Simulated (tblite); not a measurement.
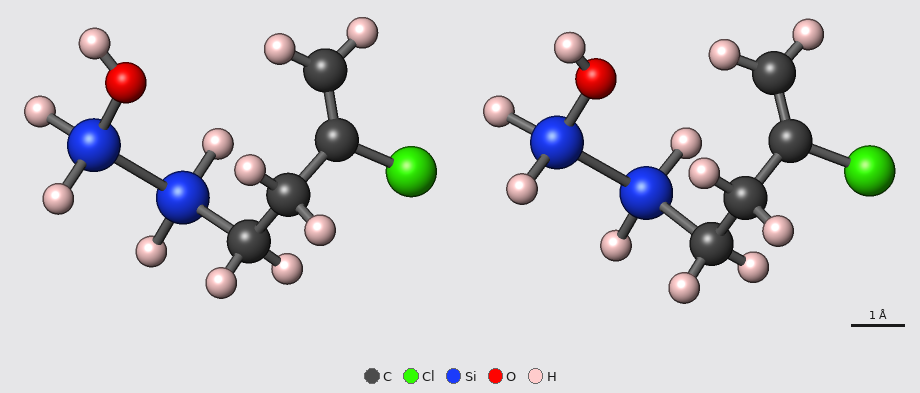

Two geometries of C4H11ClOSi2, drawn at one scale. One is the start of a relaxation, the other its converged end. A ball-and-stick model, seen at a tilt.

Theory: tblite, GFN2-xTB geometry optimisation, gas phase. 

Which geometry has the lower energy?

The right one is the relaxed one. After 98 geometry steps the energy has fallen by 18.0 kJ/mol. The largest moves after the best rigid fit, 0.36 Å, are those of H atoms. By element the largest moves are H 0.36 Å, O 0.27 Å, C 0.24 Å, Cl 0.17 Å, Si 0.11 Å. Some distances before and after: C–Si 1.862 → 1.911 Å, H–Si 1.497 → 1.469 Å, C–C 1.553 → 1.532 Å, O–Si 1.658 → 1.637 Å. Bond angles that change, for instance: Si–Si–O 111.5° → 104.5°, Si–Si–H 110.1° → 116.1°, Si–O–H 115.9° → 121.4°. Groups turn about O–Si by about 30°.
